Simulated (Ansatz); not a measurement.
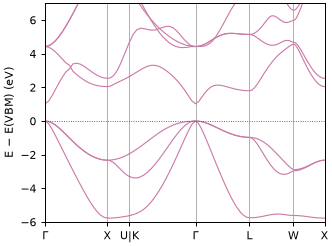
Fig. 1. Band structure from DFT-r²SCAN in the program Ansatz with PAW potentials

Q: Read off the gap and where the band edges lie.

A: About 1.0 eV (1.02 eV by a search for the band edges); maximum at Γ, minimum at Γ.

The material is InP (zinc blende, F-43m).

The r²SCAN relaxation kept the symmetry of its start; of distortions, only those at the zone centre were tested. Scalar-relativistic: spin–orbit coupling is off unless named, which matters more the heavier the elements.

Potentials: the earlier of the program's two PAW sets.
